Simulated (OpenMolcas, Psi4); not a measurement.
Predicting a hybrid from its neighbours: C2HBF2

C2HBF2 has 6 atoms, charge 0, and is taken as a singlet. As SMILES, `C#CB(F)F`. The coordinates come from a PBE0-D4/def2-TZVP relaxation.

The dipole moment y, in D, basis def2-SVPD; a is the functional's share of exact exchange. Programs: OpenMolcas 26.06, Psi4 1.11.

```
functional     program     a  y (D)
      TPSS        Psi4     0   1.93
       PBE        Psi4     0   1.91
     B3LYP  OpenMolcas   0.2      ?
      PBE0  OpenMolcas  0.25   2.03
     BHLYP  OpenMolcas   0.5   2.15
```

Task: Fit y = c + s·a to the known rows and predict B3LYP.

Result: 
1. Means of the 4 rows: a = 0.1875, y = 2.005.
2. Σ(Δa)² = 0.17188, Σ(Δa·Δy) = 0.07875, so the slope is 0.07875/0.17188 = 0.45817.
3. Intercept: 2.005 − (0.45817) × 0.1875 = 1.919. The largest residual of the fit is 0.011.
4. B3LYP: 1.919 + (0.45817) × 0.2 = 2.01 D.

The run gave 2.02 D, so the prediction is off by -0.01 D, at the rounding of the table. More exact exchange makes the molecule more polar here.

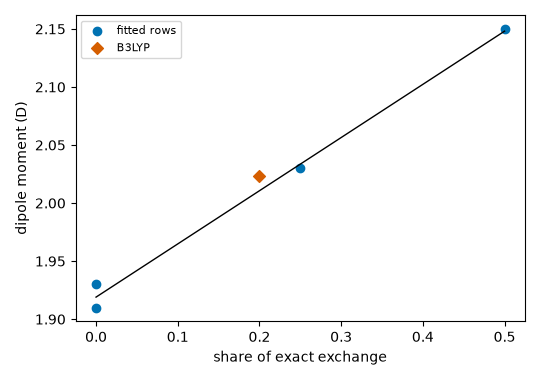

The fitted line, with the withheld row.
